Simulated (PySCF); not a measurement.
Run report: C2H3NO2, excited-state calculation

System: C2H3NO2, SMILES OC1(O)C=N1.
Method: CIS/ccECP-cc-pVTZ, RHF, core potentials ccecp (PySCF 2.14.0).

The geometry comes from this level: PBE0-D4/def2-TZVP.

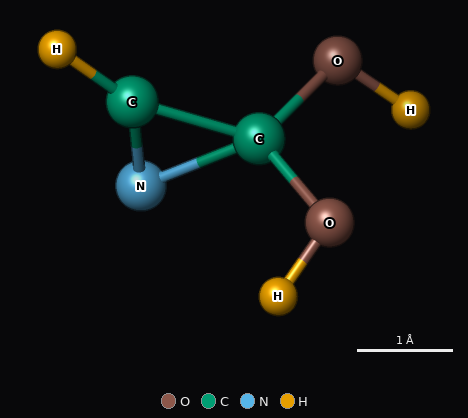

**Figure 1.** The structure as given in the input (ball-and-stick view, seen at a tilt). Bond lengths as drawn: C–C 1.42 Å, C–H 1.09 Å, C–N 1.27 to 1.47 Å, C–O 1.36 to 1.38 Å and H–O 0.96 Å.

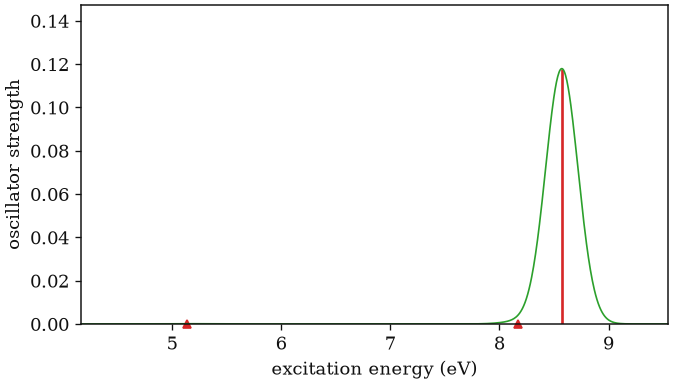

**Figure 2.** Computed excitations as sticks (degenerate states added up, dark ones marked on the axis), with a Gaussian envelope of 0.35 eV full width at half maximum, scaled to the tallest. Of the 3 states the lowest lies at 5.14 eV (f = 0.000); the strongest line is at 8.57 eV, or 145 nm (f = 0.118).

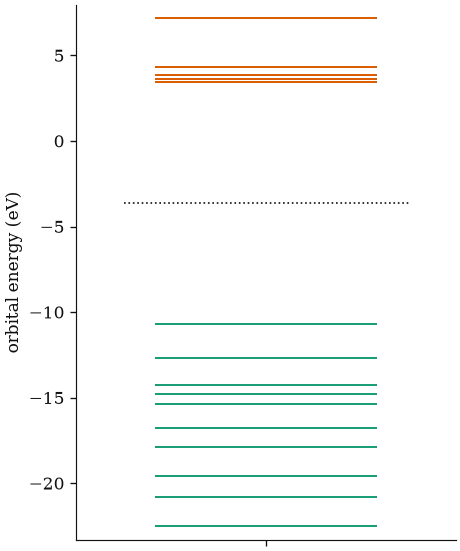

**Figure 3.** Orbital energies near the frontier (SCF reference); the dotted line parts filled from empty levels, and levels within 0.02 eV of each other stand side by side. Highest filled −10.68 eV, lowest empty 3.46 eV, 14.14 eV apart.

These pictures come from the run below.

### The input (input.py)
```python
from pyscf import gto, tdscf

molecule = gto.M(
    atom='''
O   -0.781800   1.301000   0.165100
C   -0.024100   0.179500   0.013900
O    1.314700   0.516400  -0.043500
C   -0.523000  -1.088900   0.408200
N   -0.500500  -0.917000  -0.848500
H   -0.359400   2.004800  -0.340400
H    1.780800  -0.181800  -0.513100
H   -0.814700  -1.871000   1.102400
''',
    spin=0,
    max_memory=1860,
    basis='ccecp-cc-pvtz',
    ecp={'O': 'ccecp', 'C': 'ccecp', 'N': 'ccecp', 'H': 'ccecp'},
    verbose=3,
)

mf = molecule.RHF()
mf.conv_tol = 1e-10
mf.kernel()
if not mf.converged:
    mf = mf.newton().run(mf.mo_coeff, mf.mo_occ)

e_final = mf.e_tot
print('E(%s) = %.9f' % ('CIS', e_final))

td = tdscf.TDA(mf)
td.nstates = 3
td.kernel()
td.analyze()
roots = td.e * 27.211386
osc = td.oscillator_strength()
print('state   eV      nm      f')
for i, (w, f) in enumerate(zip(roots, osc), 1):
    print('%3d %9.4f %8.1f %9.5f' % (i, w, 1239.842 / w, f))
```

Launch command:
```bash
OMP_NUM_THREADS=1 python input.py
```

### What the program printed
```
converged SCF energy = -53.9518933704552
E(CIS) = -53.951893370
Excitation energies (eV)
[5.13784305 8.16768586 8.5721129 ]

** Singlet excitation energies and oscillator strengths **
state   eV      nm      f
  1    5.1378    241.3   0.00010
  2    8.1677    151.8   0.00099
  3    8.5721    144.6   0.11789
```

### Summary

- outcome: converged
- total energy: −53.951893 hartree
- basis functions: 187
- HOMO of the SCF reference: −10.68 eV
- LUMO of the SCF reference: 3.46 eV
- lowest excitation: 5.14 eV
- hardware: 1 thread of Arm Neoverse N1, 24 GiB of memory available, shared host
- wall time: 6.2 min
- peak memory: 1.3 GiB
